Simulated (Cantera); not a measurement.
Input: 1 mol Si2Cl6, 15 mol H2, equilibrated at 100000 Pa.

Cantera equilibrium calculation (NASA polynomials, part measured and part estimated; ideal gas, pure solids and liquids). Candidate condensed phases: Si; 19 gas species. The feed counts by its element totals alone. The tables' values for SiCl3, SiCl are old estimates; treat these amounts as uncertain. Gases not in the tables: Si2H6 and higher silanes. The numbers say what is thermodynamically allowed, not how fast it happens.

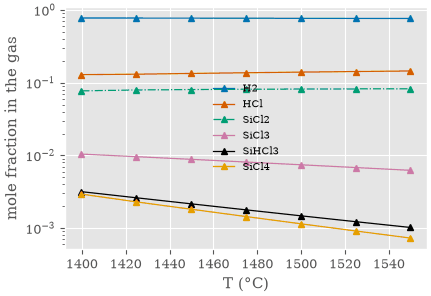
Figure. Equilibrium gas composition (values under 1e-9 drawn at 1e-9)

Read off the mole fractions at 1425 °C.

H2 about 0.77, HCl about 0.13, SiCl2 about 0.079, SiCl3 about 0.0096, SiHCl3 about 0.0026, SiCl4 about 0.0023.
